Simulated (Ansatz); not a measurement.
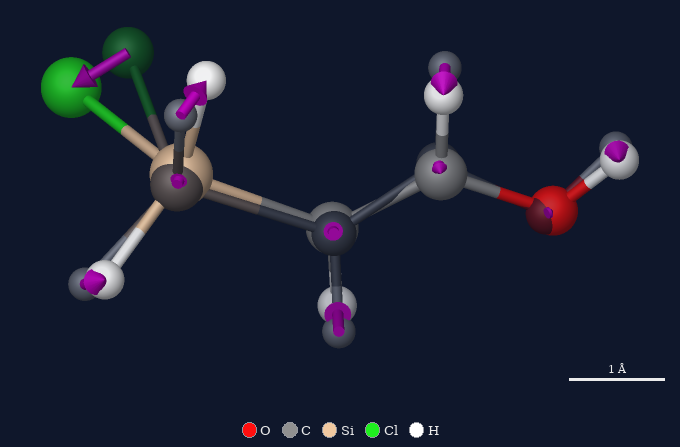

This is a relaxation of C2H5ClOSi. The starting structure is drawn faded, the final one solid; purple arrows show the displacements, at their true length. The two geometries are superimposed by the best rigid fit.

The picture is a ball-and-stick view, seen at a tilt.

The run prepares an end point of a later path (hydrogen shift) calculation, from a guessed geometry.

Theory: Ansatz 0.2.0, RKS CAM-B3LYP-D4/def2-SVP. Settings: no spin polarisation; force threshold 0.02 eV/Å; at most 50 steps.

Question: Describe the change and its energy.

Answer: The largest moves after the best rigid fit, 0.71 Å, are those of Cl and H atoms. By element the largest moves are Cl 0.71 Å, H 0.71 Å, C 0.21 Å, Si 0.17 Å, O 0.08 Å. Among the contacts that change: H–O 1.010 → 0.963 Å, H–Si 1.449 → 1.484 Å, C–O 1.310 → 1.343 Å, Cl–Si 2.107 → 2.080 Å. Bond angles that change, for instance: C–Si–Cl 100.3° → 111.6°, Si–C–H 113.6° → 121.5°, H–Si–H 116.7° → 110.2°. Groups turn about C–Si by about 45°. The energy falls by 8.60 kcal/mol in 15 geometry steps. The largest force component goes from 3.1 to 0.0034 eV/Å. The run took 59 s on 2 threads of Arm Neoverse V1, with other jobs on the host, peak memory 0.27 GiB.
